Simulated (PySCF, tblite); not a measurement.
# C6H15AlSi: geometry, infrared bands and NMR shifts

Wanted: the infrared bands and NMR shifts of C6H15AlSi (`C[SiH2][C@H]1C[C@](C)([AlH2])C1`), by calculation.

The runs use tblite 0.8.0 and PySCF 2.14.0, with density-fitted response routines of our own; the level of theory stands in each step. All values are computed, except where a source is named. Atoms count from 0, in the outputs and in this text.

**1. The starting structure**

23 atoms, charge 0, multiplicity 1; geometry from: force field or distance geometry start.

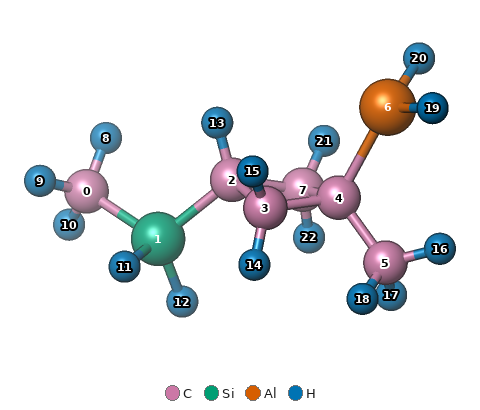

As it starts; carbon pink, silicon teal, aluminium orange, hydrogen blue, atoms numbered.

**2. Relaxing the molecule with GFN2-xTB**

The job: settings as JSON, then the geometry in Å.

```
{"job": {"kind": "relax", "xc": "GFN2-xTB", "basis": "xTB"}, "charge": 0, "multiplicity": 1}
C      3.600800     0.174000     0.746500
Si     2.114300    -0.535400    -0.151800
C      0.578900     0.450300     0.097700
C     -0.327300     0.298200    -1.121500
C     -1.488400     0.058100    -0.180000
C     -2.303000    -1.145600    -0.588000
Al    -2.623300     1.667000     0.148400
C     -0.497700    -0.150700     0.946100
H      3.280700     0.927000     1.502800
H      4.249800     0.705900     0.029900
H      4.179500    -0.641400     1.222100
H      2.425600    -0.513100    -1.588200
H      1.957300    -1.949500     0.222800
H      0.764600     1.501400     0.368100
H     -0.098900    -0.611500    -1.682100
H     -0.355000     1.236900    -1.664400
H     -3.389000    -0.944400    -0.578500
H     -2.119200    -2.034200     0.063300
H     -2.050200    -1.453900    -1.619100
H     -3.786000     1.974800    -0.896900
H     -2.926900     2.026600     1.693800
H     -0.801700     0.466000     1.824700
H     -0.389500    -1.206700     1.214400
```

Launch:

```bash
$ OMP_NUM_THREADS=1 python probes_run.py task.json out
```

The driver reads the jobs from task.json and runs them one after another.

What it wrote:

```text
step      E/eV     max force
  0    -631.86771    1.887
  1    -632.06082    1.283
  2    -632.20293    0.927
  3    -632.28070    0.708
  4    -632.34958    0.547
  5    -632.38586    0.378
  6    -632.40465    0.276
  7    -632.41367    0.168
  8    -632.42092    0.227
  9    -632.42782    0.218
 10    -632.43472    0.194
 11    -632.44104    0.150
 12    -632.44667    0.163
 13    -632.45169    0.168
 14    -632.45619    0.157
 15    -632.46000    0.123
 16    -632.46310    0.110
 17    -632.46555    0.109
 18    -632.46758    0.105
 19    -632.46946    0.113
 20    -632.47137    0.097
 21    -632.47325    0.105
 22    -632.47499    0.110
 23    -632.47651    0.102
 24    -632.47791    0.088
 25    -632.47929    0.078
 26    -632.48063    0.074
 27    -632.48190    0.069
 28    -632.48325    0.106
 29    -632.48478    0.124
 30    -632.48646    0.090
 31    -632.48821    0.096
 32    -632.49004    0.107
 33    -632.49204    0.140
 34    -632.49415    0.145
 35    -632.49629    0.102
 36    -632.49858    0.110
 37    -632.50122    0.123
 38    -632.50423    0.182
 39    -632.50723    0.167
 40    -632.50985    0.092
 41    -632.51218    0.092
 42    -632.51446    0.118
 43    -632.51672    0.144
 44    -632.51871    0.102
 45    -632.52049    0.080
 46    -632.52238    0.093
 47    -632.52453    0.106
 48    -632.52665    0.115
 49    -632.52854    0.118
 50    -632.53091    0.093
 51    -632.53436    0.100
 52    -632.53677    0.114
 53    -632.53955    0.095
 54    -632.54148    0.092
 55    -632.54370    0.100
 56    -632.54590    0.104
 57    -632.54772    0.091
 58    -632.54908    0.076
 59    -632.55017    0.131
 60    -632.55186    0.148
 61    -632.55446    0.107
 62    -632.55697    0.094
 63    -632.55823    0.088
 64    -632.56004    0.106
 65    -632.56266    0.147
 66    -632.56647    0.164
 67    -632.57098    0.176
 68    -632.57634    0.149
 69    -632.57435    0.373
 70    -632.58707    0.195
 71    -632.59244    0.159
 72    -632.59575    0.398
 73    -632.60464    0.143
 74    -632.60735    0.157
 75    -632.61113    0.240
 76    -632.61510    0.171
 77    -632.62397    0.118
 78    -632.63186    0.147
 79    -632.63844    0.205
 80    -632.64299    0.178
 81    -632.64846    0.122
 82    -632.65105    0.144
 83    -632.65380    0.144
 84    -632.65634    0.165
 85    -632.65912    0.133
 86    -632.66206    0.103
 87    -632.66542    0.109
 88    -632.66730    0.095
 89    -632.66965    0.082
 90    -632.67069    0.057
 91    -632.67158    0.068
 92    -632.67248    0.067
 93    -632.67352    0.086
 94    -632.67450    0.069
 95    -632.67526    0.059
 96    -632.67586    0.057
 97    -632.67650    0.059
 98    -632.67741    0.068
 99    -632.67861    0.073
100    -632.68011    0.083
101    -632.68192    0.086
102    -632.68423    0.108
103    -632.68730    0.138
104    -632.69088    0.136
105    -632.69364    0.233
106    -632.69623    0.197
107    -632.69952    0.119
108    -632.70264    0.112
109    -632.70727    0.136
110    -632.71211    0.167
111    -632.71654    0.156
112    -632.72154    0.108
113    -632.72395    0.090
114    -632.72583    0.085
115    -632.72721    0.114
116    -632.72882    0.090
117    -632.73049    0.076
118    -632.73222    0.068
119    -632.73327    0.081
120    -632.73472    0.095
121    -632.73612    0.070
122    -632.73754    0.070
123    -632.73858    0.067
124    -632.73956    0.082
125    -632.74084    0.086
126    -632.74315    0.102
127    -632.74637    0.103
128    -632.74959    0.100
129    -632.75243    0.133
130    -632.75522    0.185
131    -632.75821    0.147
132    -632.76221    0.105
133    -632.76560    0.117
134    -632.76873    0.146
135    -632.77337    0.155
136    -632.77978    0.207
137    -632.78341    0.208
138    -632.79125    0.178
139    -632.79894    0.147
140    -632.80257    0.127
141    -632.80627    0.097
142    -632.80825    0.082
143    -632.80956    0.068
144    -632.81062    0.082
145    -632.81229    0.076
146    -632.81400    0.082
147    -632.81565    0.091
148    -632.81707    0.082
149    -632.81833    0.062
150    -632.81929    0.052
151    -632.81999    0.050
152    -632.82063    0.058
153    -632.82139    0.057
154    -632.82221    0.058
155    -632.82296    0.047
156    -632.82361    0.049
157    -632.82426    0.053
158    -632.82498    0.053
159    -632.82564    0.043
160    -632.82615    0.053
161    -632.82654    0.060
162    -632.82692    0.056
163    -632.82733    0.049
164    -632.82771    0.042
165    -632.82801    0.041
166    -632.82822    0.036
167    -632.82839    0.029
168    -632.82853    0.020
169    -632.82866    0.023
170    -632.82880    0.027
171    -632.82892    0.022
172    -632.82903    0.017
173    -632.82911    0.013
174    -632.82919    0.016
175    -632.82927    0.018
176    -632.82936    0.020
177    -632.82947    0.019
178    -632.82956    0.019
179    -632.82963    0.022
180    -632.82970    0.022
181    -632.82978    0.017
182    -632.82987    0.019
183    -632.83000    0.021
184    -632.83014    0.027
185    -632.83028    0.025
186    -632.83040    0.020
187    -632.83049    0.017
188    -632.83056    0.022
189    -632.83064    0.021
190    -632.83071    0.018
191    -632.83076    0.014
192    -632.83081    0.013
193    -632.83084    0.014
194    -632.83086    0.011
195    -632.83088    0.010
196    -632.83090    0.009
```

Run time: 2.1 s. Hardware: 1 thread of Arm Neoverse V1, shared host; peak memory 0.18 GiB.

The steps of the relaxation: (not every step is listed)

| step | energy from step 0 (eV) | largest force (eV/Å) |
| --- | --- | --- |
| 0 | 0.0000 | 1.8868 |
| 1 | -0.1931 | 1.2835 |
| 2 | -0.3352 | 0.9273 |
| 3 | -0.4130 | 0.7077 |
| 4 | -0.4819 | 0.5470 |
| 5 | -0.5181 | 0.3775 |
| 6 | -0.5369 | 0.2762 |
| 7 | -0.5460 | 0.1684 |
| 8 | -0.5532 | 0.2265 |
| 26 | -0.6129 | 0.0740 |
| 44 | -0.6510 | 0.1018 |
| 62 | -0.6893 | 0.0936 |
| 80 | -0.7753 | 0.1783 |
| 98 | -0.8097 | 0.0681 |
| 116 | -0.8611 | 0.0901 |
| 134 | -0.9010 | 0.1457 |
| 152 | -0.9529 | 0.0579 |
| 170 | -0.9611 | 0.0269 |
| 188 | -0.9629 | 0.0219 |
| 191 | -0.9631 | 0.0138 |
| 192 | -0.9631 | 0.0135 |
| 193 | -0.9631 | 0.0144 |
| 194 | -0.9632 | 0.0114 |
| 195 | -0.9632 | 0.0104 |
| 196 | -0.9632 | 0.0094 |

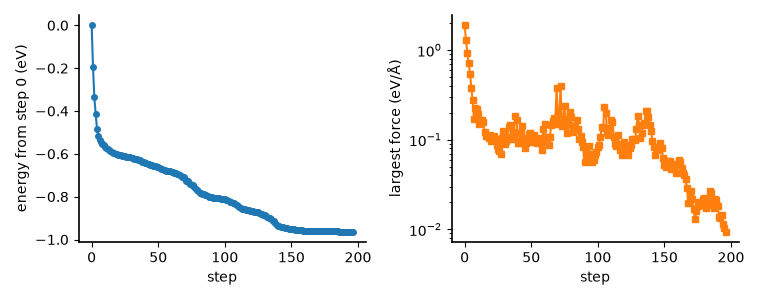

Energy and force, step by step.

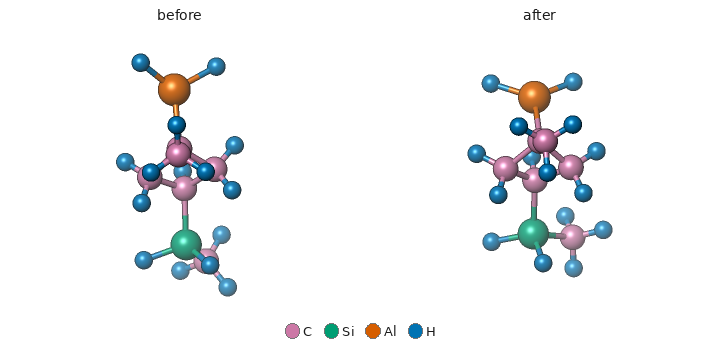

The geometry before (left) and after (right).

Distances of close pairs at the start and the end, largest changes first:

| bond | before (Å) | after (Å) | change (Å) |
| --- | --- | --- | --- |
| Al6–H20 | 1.615 | 1.555 | -0.060 |
| Si1–C2 | 1.842 | 1.896 | +0.054 |
| Al6–H19 | 1.594 | 1.555 | -0.039 |
| C2–C7 | 1.497 | 1.532 | +0.035 |
| C4–C7 | 1.514 | 1.549 | +0.035 |
| C3–C4 | 1.514 | 1.549 | +0.035 |
| C5–H17 | 1.117 | 1.089 | -0.028 |
| C0–H8 | 1.114 | 1.086 | -0.028 |

The final coordinates are the input of the step that follows.

**3. Infrared spectrum with GFN2-xTB**

The job: settings as JSON, then the geometry in Å.

```
{"job": {"kind": "ir", "xc": "GFN2-xTB", "basis": "xTB"}, "charge": 0, "multiplicity": 1}
C      3.210347     0.381900     1.087892
Si     2.221868    -0.190103    -0.424770
C      0.406802     0.310872    -0.205010
C     -0.610593    -0.010322    -1.301371
C     -1.664314    -0.208196    -0.183824
C     -2.628900    -1.370936    -0.368097
Al    -1.846571     1.756392     0.235685
C     -0.482656    -0.439421     0.790990
H      2.802104    -0.027081     2.007967
H      3.201454     1.464735     1.177695
H      4.247199     0.068371     1.019928
H      2.739009     0.419851    -1.655804
H      2.269877    -1.653571    -0.544124
H      0.328726     1.399261     0.021967
H     -0.371037    -0.930522    -1.834814
H     -0.798924     0.784214    -2.038047
H     -3.304503    -1.175316    -1.199690
H     -3.226353    -1.519474     0.530191
H     -2.088860    -2.297335    -0.577248
H     -1.896838     2.789003    -0.925455
H     -1.739684     2.239291     1.710411
H     -0.564904    -0.001568     1.796687
H     -0.208004    -1.490123     0.888918
```

What it wrote:

```text
mode    cm-1     km/mol
  1      32.2      0.12
  2      72.2      0.41
  3     105.2      0.08
  4     126.8      0.48
  5     146.2      0.86
  6     182.3      0.28
  7     197.2      4.50
  8     220.2      1.78
  9     248.9      0.99
 10     296.4      0.46
 11     333.5      0.60
 12     357.6      3.00
 13     455.5     44.49
 14     481.9     56.58
 15     508.3     12.85
 16     534.3     96.75
 17     546.7    289.95
 18     580.3     18.57
 19     677.1    147.36
 20     735.6    131.82
 21     755.0    192.77
 22     766.0     54.79
 23     784.3    218.02
 24     822.9     78.19
 25     836.8    219.96
 26     855.4      1.65
 27     904.9     19.18
 28     925.9      5.42
 29     973.8     13.18
 30    1002.5      0.51
 31    1006.0     14.64
 32    1059.3      9.26
 33    1094.6     17.01
 34    1133.6      0.13
 35    1152.8     13.72
 36    1191.4      2.06
 37    1193.7      1.31
 38    1228.0      1.15
 39    1236.9     15.29
 40    1268.8      2.80
 41    1372.6     12.77
 42    1404.3      0.02
 43    1462.1      0.55
 44    1474.0      1.01
 45    1482.1      0.20
 46    1488.0      0.58
 47    1498.9      2.87
 48    1501.8      1.39
 49    1732.3    239.28
 50    1739.7    455.56
 51    2218.4    383.36
 52    2232.5    221.48
 53    2671.7    176.87
 54    2846.8     47.81
 55    2849.4     42.82
 56    2964.6     16.44
 57    2967.4     25.07
 58    2972.6    120.43
 59    3011.3     42.82
 60    3016.3     29.44
 61    3034.3     31.39
 62    3036.2     20.09
 63    3049.7     22.85
```

Wall time 1.2 s (1 thread of Arm Neoverse V1, shared host); peak memory 0.18 GiB.

Which atoms move in the most intense modes:

| cm⁻¹ | km/mol | atoms |
| --- | --- | --- |
| 547 | 289.9 | H19 27 %, H20 27 %, Al6 13 % |
| 755 | 192.8 | H20 29 %, H19 29 % |
| 784 | 218.0 | H12 33 %, H11 32 %, Si1 18 % |
| 837 | 220.0 | H10 36 %, C0 14 %, H8 11 % |
| 1732 | 239.3 | H20 76 %, H19 22 % |
| 1740 | 455.6 | H19 74 %, H20 21 % |
| 2218 | 383.4 | H12 83 %, H11 13 % |
| 2232 | 221.5 | H11 84 %, H12 14 % |

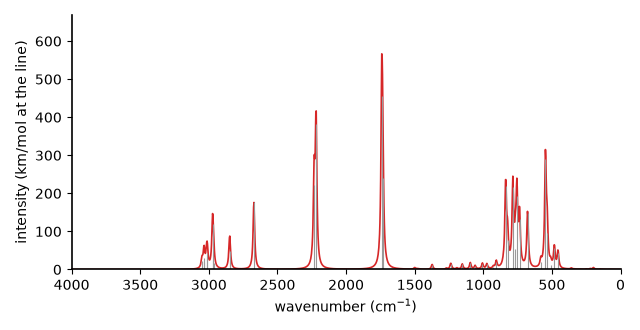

The infrared spectrum from these modes, unscaled. Lines are broadened to a width of 14 cm⁻¹ (Lorentzian).

**4. Nuclear shieldings: PBE0/pcSseg-1**

The job, as its differences from that of step 3:

```diff
@@ -1,2 +1,2 @@
-{"job": {"kind": "ir", "xc": "GFN2-xTB", "basis": "xTB"}, "charge": 0, "multiplicity": 1}
+{"job": {"kind": "nmr", "xc": "PBE0", "basis": "pcSseg-1"}, "charge": 0, "multiplicity": 1}
 C      3.210347     0.381900     1.087892
```

Method: GIAO PBE0/pcSseg-1 NMR shielding, non-relativistic, gas phase.

What it wrote:

```text
coarse grid: 19064 points
cycle   1  E = -768.8338502518  dE =  6.513e-01  |g| = 5.094e-01  |ddm| = 4.245e+00
cycle   2  E = -768.7987022886  dE =  3.515e-02  |g| = 6.326e-01  |ddm| = 1.132e+00
cycle   3  E = -768.9037353389  dE = -1.050e-01  |g| = 7.853e-02  |ddm| = 7.345e-01
cycle   4  E = -768.9050308692  dE = -1.296e-03  |g| = 3.188e-02  |ddm| = 1.150e-01
cycle   5  E = -768.9052791271  dE = -2.483e-04  |g| = 5.501e-03  |ddm| = 3.399e-02
cycle   6  E = -768.9052864279  dE = -7.301e-06  |g| = 1.057e-03  |ddm| = 6.777e-03
final grid: 171648 points
cycle   7  E = -768.9536797918  dE = -4.196e-05  |g| = 9.166e-03  |ddm| = 3.918e-02
cycle   8  E = -768.9536636760  dE =  1.612e-05  |g| = 1.209e-02  |ddm| = 2.116e-02
cycle   9  E = -768.9537017011  dE = -3.803e-05  |g| = 1.043e-03  |ddm| = 1.297e-02
cycle  10  E = -768.9537019456  dE = -2.445e-07  |g| = 2.279e-04  |ddm| = 1.193e-03
cycle  11  E = -768.9537019583  dE = -1.274e-08  |g| = 5.010e-05  |ddm| = 2.610e-04
cycle  12  E = -768.9537019589  dE = -5.543e-10  |g| = 1.630e-05  |ddm| = 7.827e-05
converged SCF energy = -768.9537019589

GIAO shielding tensors (ppm)
atom      isotropic    diamagn.    paramagn.     s11        s22        s33       span
  0 C      194.541     252.167     -57.626    188.717    194.894    200.013     11.296
  1 Si     385.199     881.080    -495.881    347.563    379.612    428.421     80.858
  2 C      160.074     256.914     -96.840    150.066    159.775    170.380     20.314
  3 C      147.096     250.668    -103.572    129.792    141.399    170.096     40.303
  4 C      153.555     264.525    -110.970    132.165    149.064    179.436     47.271
  5 C      160.281     241.689     -81.408    137.716    156.280    186.848     49.132
  6 Al     297.783     796.681    -498.897    266.366    282.875    344.110     77.745
  7 C      145.971     249.535    -103.564    127.428    142.529    167.956     40.527
  8 H       31.477      31.619      -0.142     26.652     30.371     37.409     10.757
  9 H       31.723      30.347       1.377     26.953     29.538     38.679     11.727
 10 H       31.662      26.937       4.725     26.764     27.940     40.283     13.519
 11 H       27.529      29.541      -2.012     23.969     26.024     32.593      8.624
 12 H       27.618      30.158      -2.540     24.013     27.068     31.771      7.758
 13 H       32.231      35.460      -3.229     29.825     32.365     34.503      4.677
 14 H       30.074      33.959      -3.884     26.950     29.830     33.443      6.492
 15 H       28.892      33.489      -4.596     25.324     26.997     34.355      9.031
 16 H       30.302      28.152       2.150     25.562     27.816     37.527     11.965
 17 H       30.304      28.365       1.939     25.530     27.820     37.561     12.031
 18 H       30.618      29.570       1.048     26.608     29.938     35.306      8.698
 19 H       26.253      30.655      -4.401     23.277     24.358     31.126      7.849
 20 H       26.255      30.717      -4.462     23.182     24.580     31.002      7.820
 21 H       28.803      34.003      -5.201     25.676     26.996     33.736      8.061
 22 H       30.059      34.314      -4.255     26.966     30.049     33.161      6.195
```

Wall time 66 s (1 thread of Arm Neoverse V1, shared host); peak memory 1 GiB.

Shifts follow as δ = σ(reference) − σ, with reference shieldings (ppm) from runs at the same level and on the same kind of geometry: 1H TMS 31.72, 13C TMS 186.9, 29Si TMS 349.2, 27Al AlH4- 490.0. The references are single molecules in the gas phase. Shifts against hydride references such as AlH4− lie on their own scale. Atoms listed in one row are averaged.

| atoms | environment | σ (ppm) | δ (ppm) |
| --- | --- | --- | --- |
| C3, C7 | sp3 CH2 in a ring | 146.5 | 40.4 |
| C4 | fully substituted sp3 carbon bonded to Al | 153.6 | 33.4 |
| C2 | sp3 CH bonded to Si | 160.1 | 26.9 |
| C5 | methyl carbon | 160.3 | 26.6 |
| C0 | methyl carbon bonded to Si | 194.5 | -7.6 |
| H19, H20 | hydrogen on an aluminium bonded to C | 26.25 | 5.46 |
| H11, H12 | hydrogen on a silicon bonded to 2 C | 27.57 | 4.14 |
| H15, H21 | hydrogen on an sp3 CH2 in a ring | 28.85 | 2.87 |
| H14, H22 | hydrogen on an sp3 CH2 in a ring | 30.07 | 1.65 |
| H16, H17, H18 | hydrogen on a methyl carbon | 30.41 | 1.31 |
| H8, H9, H10 | hydrogen on a methyl carbon bonded to Si | 31.62 | 0.10 |
| H13 | hydrogen on an sp3 CH bonded to Si | 32.23 | -0.51 |
| Si1 | silicon bonded to 2 C, 2 H | 385.2 | -36.0 |
| Al6 | aluminium bonded to C, 2 H | 297.8 | 192.2 |

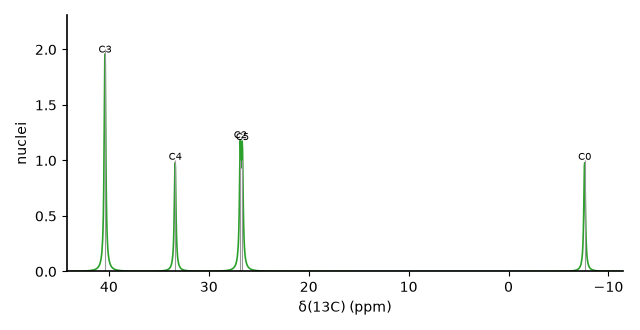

13C lines at the computed shifts, without couplings. Lines are broadened to a width of 0.19 ppm (Lorentzian).

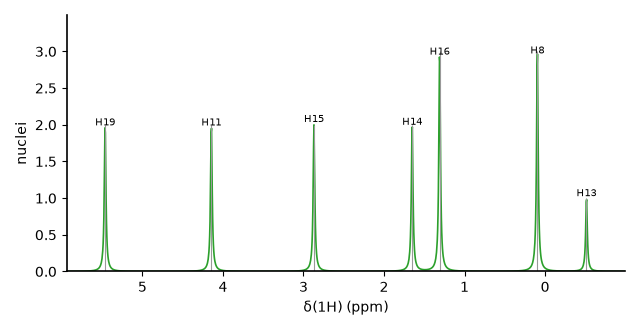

1H lines at the computed shifts, without couplings. Lines are broadened to a width of 0.02 ppm (Lorentzian).

Charges from the same density, by scheme (e):

| atoms | Mulliken | IAO | Hirshfeld | ESP fit |
| --- | --- | --- | --- | --- |
| C0 | -0.63 | -0.72 | -0.21 | -0.56 |
| Si1 | 0.70 | 0.77 | 0.35 | 0.58 |
| C2 | -0.69 | -0.36 | -0.10 | -0.12 |
| C3, C7 | -0.01 | -0.26 | -0.08 | -0.23 |
| C4 | -0.82 | -0.26 | -0.11 | 0.01 |
| C5 | -0.12 | -0.41 | -0.13 | -0.51 |
| Al6 | 0.78 | 0.70 | 0.46 | 0.77 |

Hirshfeld charges:

C0 -0.21; Si1 0.35; C2 -0.10; C3 -0.08; C4 -0.11; C5 -0.13; Al6 0.46; C7 -0.08; H8 0.04; H9 0.04; H10 0.04; H11 -0.08; H12 -0.08; H13 0.03; H14 0.04; H15 0.03; H16 0.04; H17 0.04; H18 0.03; H19 -0.17; H20 -0.17; H21 0.03; H22 0.04

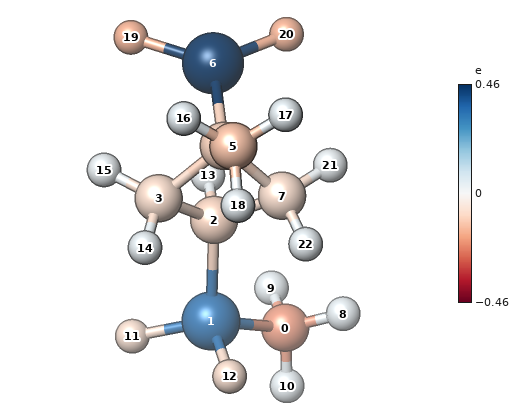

Hirshfeld charges, as colours on the atoms.

Mayer bond orders: C0–Si1 0.96, Si1–C2 0.84, C2–C3 0.96, C3–C4 0.91, C4–C5 1.09, C4–Al6 0.77, C4–C7 0.91, C7–C2 0.95.

Ring of atoms C2, C3, C4, C7: NICS(0) -3.5, NICS(1) -2.7, NICS(1)zz 2.3 ppm (means of both faces; NICS(1) differs between them: -3.9 and -1.5).

Orbitals, density, ELF and potential are computed afterwards from the orbital file.

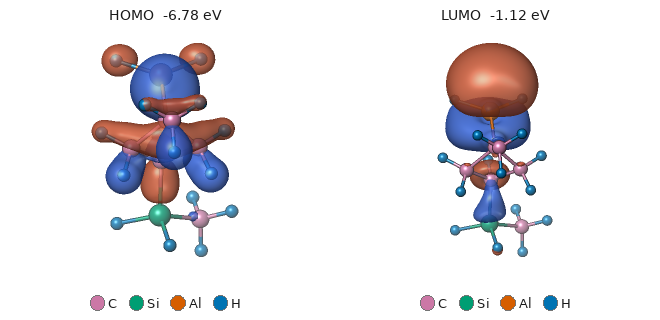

PBE0/pcSseg-1 orbitals near the gap, drawn at the value that encloses 70 % of each; the two colours are the two signs.

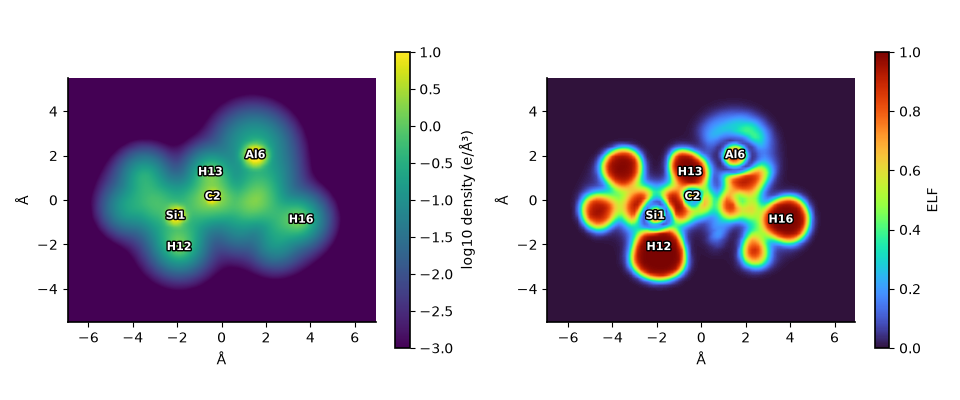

Density (left) and ELF (right) in a plane through or near 6 of the atoms.

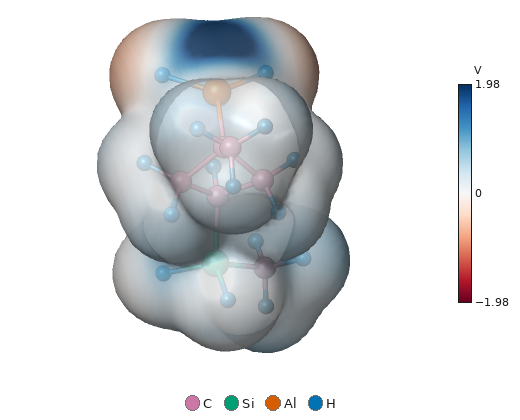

Electrostatic potential on the surface of density 0.002 e/bohr³; red is low, blue high. It runs from -0.62 to 1.98 V.

**5. Outcome**

```
                                                               quantity                                          value
                              strongest single infrared mode (GFN2-xTB)                          1740 cm⁻¹, 456 km/mol
                                           zero-point energy (GFN2-xTB)                                 113.0 kcal/mol
13C shifts against TMS (PBE0/pcSseg-1, means over atoms taken as alike)               40.4, 33.4, 26.9, 26.6, -7.6 ppm
 1H shifts against TMS (PBE0/pcSseg-1, means over atoms taken as alike)  5.46, 4.14, 2.87, 1.65, 1.31, 0.10, -0.51 ppm
                                29Si shifts against TMS (PBE0/pcSseg-1)                                      -36.0 ppm
                              27Al shifts against AlH4- (PBE0/pcSseg-1)                                      192.2 ppm
                                  surface potential, least and greatest                             -0.62 V and 1.98 V
```

**Reading.** The optimisation took 196 steps and gained 0.963 eV; among the close pairs (by a distance rule), Al6–H20 changed most, from 1.615 to 1.555 Å. No mode is imaginary among the 63: a minimum at this level. The strongest single mode, at 1740 cm⁻¹, moves mainly H19. Unscaled tight-binding wavenumbers are off by several per cent, some by more. Its intensities can rank the bands wrongly. At PBE0/pcSseg-1, counted by nearest atom on the grid, the HOMO lies on C4 36 %; Al6 12 %, the LUMO on Al6 38 %; H19, H20 about 15 % each.
